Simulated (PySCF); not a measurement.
# Geometry relaxation of C$_{2}$H$_{5}$Cl$_{3}$Si

C$_{2}$H$_{5}$Cl$_{3}$Si (ethyltrichlorosilane), computed with PBE0-D3(BJ)/ma-def2-SVP geometry optimisation, gas phase (PySCF 2.14.0).

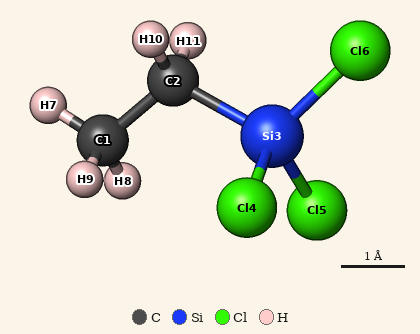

*The starting structure (ball-and-stick view, seen at a tilt; atoms are numbered from 1 in the order of the input).*

Bond lengths as drawn: Cl–Si 2.02 to 2.03 Å, C–C 1.53 Å, C–H 1.09 Å and C–Si 1.91 Å.

Results in brief:

| quantity | value |
| --- | --- |
| outcome | converged |
| total energy | −1748.265359 hartree |
| dipole moment | 2.56 D |
| point group | C1 |
| hardware | 1 CPU thread, shared host |
| wall time | 38 s |
| peak memory | 0.56 GiB |

Input file:
```
{"job": {"xc": "PBE0", "basis": "ma-def2-SVP", "d3": "d3bj", "grid": 1, "kind": "geom"}, "charge": 0, "multiplicity": 1}
C     -1.321548     0.047817     0.640195
C     -0.394648    -0.383790    -0.497215
Si     1.398743     0.236160    -0.295272
Cl     1.433579     2.256993    -0.237555
Cl     2.193560    -0.475950     1.422688
Cl     2.522804    -0.401846    -1.854629
H     -2.325823    -0.334614     0.474360
H     -0.962953    -0.333494     1.592630
H     -1.375020     1.131423     0.704549
H     -0.802594    -0.020705    -1.442372
H     -0.399352    -1.473625    -0.559978
```

The first line tells a small driver script what to run in PySCF; the rest is the geometry in Å.

Command:
```bash
OMP_NUM_THREADS=1 python <driver script> task.json out
```

Log:
```
step   0  E = -1748.26156732  max force = 0.032330
step   1  E = -1748.26502530  max force = 0.004811
step   2  E = -1748.26532669  max force = 0.001792
step   3  E = -1748.26534755  max force = 0.001557
step   4  E = -1748.26535910  max force = 0.000239
optimisation converged
```

Trajectory as extended XYZ (Å, eV, eV/Å), 5 frames, from step=0 to step=4:
```
11
Properties=species:S:1:pos:R:3:forces:R:3 step=0 energy=-47572.62037
C    -1.3216    0.0478    0.6402    0.4895  -0.0922  -0.3767
C    -0.3947   -0.3838   -0.4972    0.3928   0.4713   0.6055
Si    1.3987    0.2362   -0.2953   -1.6625  -0.7027  -0.3848
Cl    1.4336    2.2570   -0.2376    0.0488   0.7991   0.0327
Cl    2.1936   -0.4759    1.4227    0.3303  -0.2642   0.6684
Cl    2.5228   -0.4018   -1.8546    0.4761  -0.1996  -0.5494
H    -2.3258   -0.3346    0.4744   -0.4238  -0.1361  -0.0263
H    -0.9629   -0.3335    1.5926    0.0612  -0.1282   0.4740
H    -1.3750    1.1314    0.7046   -0.0983   0.4711   0.1036
H    -0.8026   -0.0207   -1.4424    0.1136   0.1724  -0.4430
H    -0.3993   -1.4736   -0.5600    0.2721  -0.3909  -0.1040
11
Properties=species:S:1:pos:R:3:forces:R:3 step=1 energy=-47572.71447
C    -1.3160    0.0863    0.6631   -0.0518   0.0385   0.0976
C    -0.4160   -0.3671   -0.4807   -0.0126  -0.1178  -0.1544
Si    1.3571    0.1702   -0.3402    0.2138   0.1906   0.1344
Cl    1.4801    2.2419   -0.2714   -0.0142  -0.2474  -0.0160
Cl    2.2128   -0.5557    1.4055   -0.1166   0.0525  -0.2099
Cl    2.5240   -0.4739   -1.9246   -0.1853   0.0362   0.1504
H    -2.3436   -0.2826    0.5149    0.0461   0.0170  -0.0003
H    -0.9643   -0.2951    1.6345   -0.0044   0.0088  -0.0290
H    -1.3648    1.1841    0.7340    0.0125  -0.0272  -0.0101
H    -0.7911    0.0088   -1.4505    0.0711  -0.0033   0.0378
H    -0.4101   -1.4694   -0.5646    0.0415   0.0520  -0.0003
11
Properties=species:S:1:pos:R:3:forces:R:3 step=2 energy=-47572.72267
C    -1.3380    0.0712    0.6182   -0.0236   0.0102   0.0370
C    -0.3917   -0.3641   -0.4974   -0.0813  -0.0156   0.0153
Si    1.3623    0.1939   -0.2729    0.0880  -0.0065  -0.0922
Cl    1.4845    2.2520   -0.1879   -0.0056  -0.0463   0.0139
Cl    2.1765   -0.5600    1.4663   -0.0343   0.0133  -0.0349
Cl    2.5268   -0.4491   -1.8515   -0.0079   0.0217   0.0467
H    -2.3568   -0.3047    0.4373    0.0210   0.0067  -0.0056
H    -1.0117   -0.3124    1.5976   -0.0166   0.0063  -0.0230
H    -1.3968    1.1683    0.6935   -0.0005  -0.0268  -0.0042
H    -0.7246    0.0196   -1.4787    0.0378   0.0054   0.0330
H    -0.3633   -1.4642   -0.5937    0.0230   0.0315   0.0140
11
Properties=species:S:1:pos:R:3:forces:R:3 step=3 energy=-47572.72324
C    -1.3357    0.0932    0.6279    0.0091  -0.0109  -0.0135
C    -0.4004   -0.3563   -0.4915    0.0273   0.0032  -0.0043
Si    1.3683    0.1698   -0.2900   -0.0801   0.0074   0.0254
Cl    1.5108    2.2220   -0.1909    0.0212   0.0452   0.0058
Cl    2.1690   -0.6027    1.4429    0.0281  -0.0178   0.0333
Cl    2.5193   -0.4777   -1.8679    0.0252  -0.0181  -0.0414
H    -2.3579   -0.2718    0.4482   -0.0053   0.0032  -0.0001
H    -1.0120   -0.2935    1.6059   -0.0012  -0.0018   0.0026
H    -1.3818    1.1900    0.7008    0.0037   0.0031  -0.0002
H    -0.7281    0.0329   -1.4708   -0.0139  -0.0009  -0.0066
H    -0.3837   -1.4556   -0.5859   -0.0141  -0.0127  -0.0010
11
Properties=species:S:1:pos:R:3:forces:R:3 step=4 energy=-47572.72355
C    -1.3404    0.0953    0.6196    0.0051  -0.0049  -0.0043
C    -0.3994   -0.3538   -0.4949    0.0082   0.0011   0.0067
Si    1.3690    0.1666   -0.2795   -0.0104   0.0123  -0.0015
Cl    1.5246    2.2192   -0.1702    0.0058   0.0058   0.0042
Cl    2.1669   -0.6155    1.4524    0.0017  -0.0080   0.0041
Cl    2.5239   -0.4791   -1.8589    0.0020  -0.0030  -0.0062
H    -2.3628   -0.2658    0.4333   -0.0035   0.0020  -0.0021
H    -1.0238   -0.2944    1.5987   -0.0023  -0.0022   0.0030
H    -1.3835    1.1922    0.6948    0.0021   0.0031   0.0009
H    -0.7208    0.0386   -1.4751   -0.0029  -0.0002  -0.0032
H    -0.3862   -1.4532   -0.5919   -0.0058  -0.0060  -0.0015
```

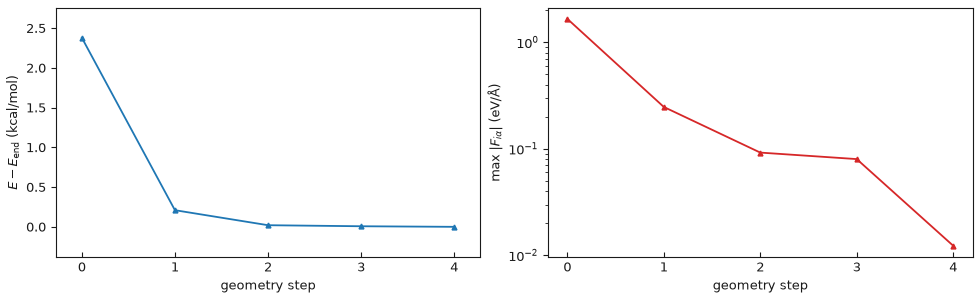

*Progress of the relaxation, step by step (steps are counted from 0).*

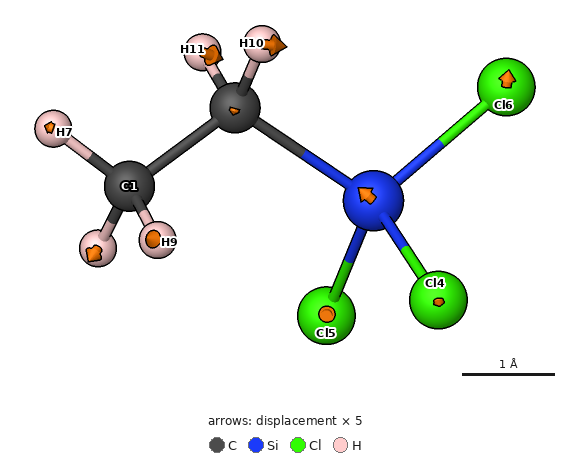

*The starting structure with the displacements as orange arrows, magnified 5 times (ball-and-stick view, seen at a tilt). The two geometries are laid on each other by the best rigid fit.*

The largest moves after the best rigid fit, 0.061 Å, are those of H10 and H11. Largest moves by element: H 0.061 Å, Si 0.047 Å, Cl 0.042 Å, C 0.018 Å. Distances before and after: C2–Si3 1.908 → 1.856 Å, Si3–Cl4 2.022 → 2.061 Å, Si3–Cl6 2.025 → 2.060 Å, C1–H7 1.087 → 1.100 Å. Among the angles that change: Si3–C2–H10 109.6° → 106.3°, C1–C2–H10 108.9° → 111.4°. After 4 geometry steps the energy has fallen by 2.38 kcal/mol. The largest force component goes from 1.7 to 0.012 eV/Å. (Atoms are counted from 1 in the order of the input.)
